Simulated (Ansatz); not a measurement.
**BNH₂ (triplet): the correlation ladder, cc-pVDZ**

How much of the correlation energy of BNH₂ (triplet) does each wave-function method recover here?

The runs use Ansatz 0.2.0, Gaussian basis; cc-pVDZ, core rule «outside noble gas», up to 2 orbitals frozen.

To be run: UHF; CCSD(T) on ROHF; CCSD(T) on UHF; BCCD(T) on ROHF; CISD; CCSDT(Q) on ROHF; CCSDT(Q) on UHF; CASSCF and MRCISD+Q, 10 electrons in 10 orbitals; CASSCF and NEVPT2, 10 electrons in 10 orbitals.

22 further runs of the same task are left out: 9 that didn't finish, 13 set aside as unsound or not needed.

## Step 1: What is computed

The geometry is a PBE0/def2-TZVP stationary point (not a proven minimum).

4 atoms, charge 0, spin multiplicity 3.

Atoms are counted from 1 here; the program's logs count them from 0.

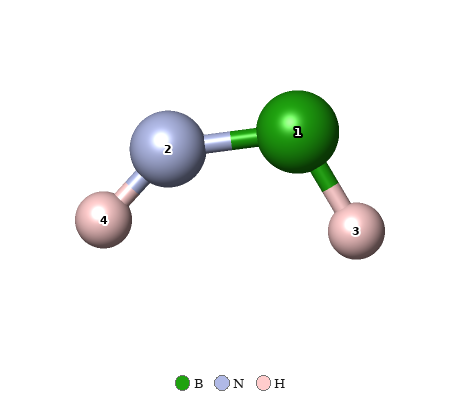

The geometry (boron green, nitrogen light blue, hydrogen pink); atoms are numbered from 1 in the order of the file.

## Step 2: UHF

Input file in.yaml:

```yaml
crystal:
  periodic: [false, false, false]
  atoms:
    - {symbol: B, position_ang: [0.000000, -0.124007, 0.773899]}
    - {symbol: N, position_ang: [0.000000, -0.022422, -0.597982]}
    - {symbol: H, position_ang: [0.000000, 0.956413, 1.330586]}
    - {symbol: H, position_ang: [0.000000, 0.685254, -1.321528]}
basis:
  gaussian: {orbitals: cc-pVDZ}
magnetization: {spin_polarized: true, initial_magnetization: 2}
hamiltonian: {xc: hf}
output: {orbitals: {seedname: orbitals}}
```

Command:

```console
$ ansatz run in.yaml --threads 1 --pin off --events-out ev --progress --plain --max-ram 2393MiB
```

After this run come: CCSD(T) on ROHF; CCSD(T) on UHF; BCCD(T) on ROHF; CISD; CCSDT(Q) on ROHF; CCSDT(Q) on UHF; CASSCF and MRCISD+Q, 10 electrons in 10 orbitals; CASSCF and NEVPT2, 10 electrons in 10 orbitals.

Before running them: what should the planned runs give, taken together? Wanted: UCCSDT(Q) below the RHF energy; RMP2 from UCCSDT(Q); UMP2 from UCCSDT(Q); RCCSD from UCCSDT(Q); RCCSD(T) from UCCSDT(Q); UCCSD(T) from UCCSDT(Q); RCCSDT(Q) from UCCSDT(Q); NEVPT2 valence from UCCSDT(Q); MRCISD+Q valence from UCCSDT(Q).

The runs gave:

| quantity | value |
| --- | --- |
| UCCSDT(Q) below the RHF energy | -6.4953 eV |
| RMP2 from UCCSDT(Q) | +1023.3 meV |
| UMP2 from UCCSDT(Q) | +1028.0 meV |
| RCCSD from UCCSDT(Q) | +230.2 meV |
| RCCSD(T) from UCCSDT(Q) | +50.2 meV |
| UCCSD(T) from UCCSDT(Q) | +50.3 meV |
| RCCSDT(Q) from UCCSDT(Q) | +1.8 meV |
| NEVPT2 valence from UCCSDT(Q) | +889.3 meV |
| MRCISD+Q valence from UCCSDT(Q) | +43.6 meV |
| levels within 1 kcal/mol (43 meV) | RCCSDT, UCCSDT, RCCSDT(Q) |
| T1 diagnostic | 0.028 |
| effectively unpaired electrons | 2.02 |

In words: RCCSD(T) lands +50.2 meV from the yardstick (0.8 % of the correlation energy). One determinant dominates. Of the multireference levels listed MRCISD+Q valence comes nearest in total energy (+43.6 meV), which doesn't show that its space is the better one. These misses are within one basis, not against nature; the frozen cores of restricted and unrestricted runs differ, which can shift their rows.
